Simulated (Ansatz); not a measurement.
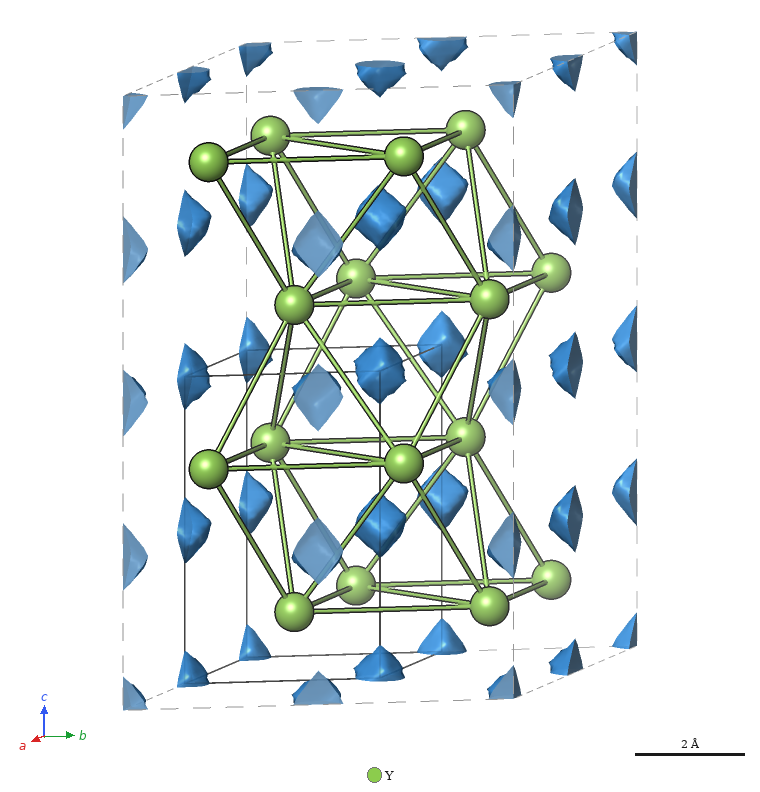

The blue surface encloses the points that the centre of a probe sphere of radius 0.30 Å can occupy in Y (P6_3/mmc), computed on a grid of about 0.15 Å (2×2×2 cells shown, view slightly off an axis; pale faces close the region where the box cuts it).

Hard-sphere model; covalent radii (Cordero): Y 1.90 Å.

Source of the atomic positions: the end point of a relaxation with Ansatz, DFT, r2SCAN, plane waves (500 eV) with PAW, scalar-relativistic.

```xyz
2
Lattice="3.6808 0.0000 0.0000 -1.8404 3.1877 0.0000 0.0000 0.0000 5.7206" Properties=species:S:1:pos:R:3 pbc="T T T"
Y     0.0000    2.1251    1.4302
Y     1.8404    1.0626    4.2905
```

Question: Do these regions connect?

Answer: They are isolated pockets that do not connect across cells.

Question: What share of the cell can the probe's centre reach?

Answer: About 1.4 % of the volume (0.91 Å³ of 67.1 Å³).

Question: Give the largest included and the largest free sphere.

Answer: The largest sphere that fits anywhere has a diameter of 1.32 Å; the largest that can travel through the crystal, about 0.5 Å.

Question: How does the connectivity change as the probe shrinks?

Answer: Below a radius of about 0.23 Å the space forms one-dimensional channels along [001]. Below a radius of about 0.18 Å the space forms a three-dimensional network. These are grid estimates, good to about 0.05 Å.
